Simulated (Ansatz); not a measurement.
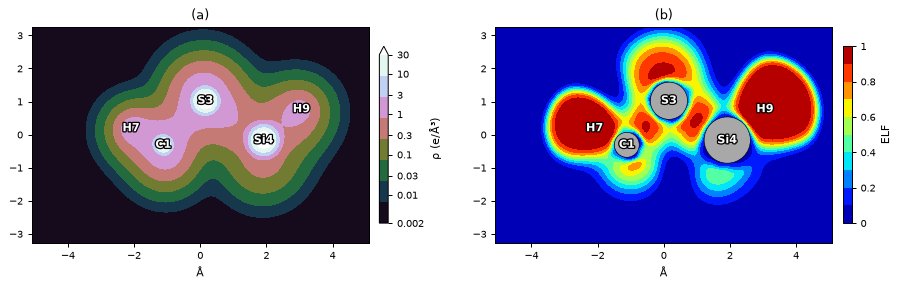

The picture shows: CH5FSSi (SMILES CS[SiH2]F). (a) electron density; (b) ELF on the plane of atoms C1, S3 and Si4. Grey discs cover the atomic cores in the ELF map.

Geometry: B3LYP-D3(BJ)/def2-SVP.

All numbers below come from isolated molecule in a Gaussian basis; Kohn-Sham density functional theory, functional PBE0 in Ansatz.

| atom | x (Å) | y (Å) | z (Å) |
| --- | --- | --- | --- |
| C | 0.5288 | 0.1772 | 1.1771 |
| F | -1.9067 | 1.8028 | -0.9098 |
| S | -1.1745 | -0.5142 | 1.0537 |
| Si | -2.2498 | 1.2602 | 0.5892 |
| H | 0.5843 | 0.9539 | 1.9530 |
| H | 0.8563 | 0.5849 | 0.2114 |
| H | 1.1863 | -0.6566 | 1.4563 |
| H | -1.8753 | 2.3617 | 1.5141 |
| H | -3.6891 | 0.9088 | 0.6516 |

What does the map show?

- The plane passes through C, S, Si and H nuclei.
- C–S (1.84 Å): ρ is about 1.2 e/Å³ halfway; the ELF peaks at about 0.90 between the atoms: a shared electron pair.
- Si–S (2.13 Å): ρ at the midpoint is about 0.87 e/Å³; the ELF peaks at about 0.90 between the atoms; a shared electron pair.
- C–H (1.10 Å): ρ at the midpoint is about 2 e/Å³; the ELF climbs to about 1 towards the hydrogen, as it does in any bond to H; an ordinary covalent bond to hydrogen.
- Si–H (1.48 Å): ρ is about 0.84 e/Å³ halfway; the ELF climbs to about 1 towards the hydrogen.
- The ELF also peaks beside S3, away from the bonds: lone-pair regions.
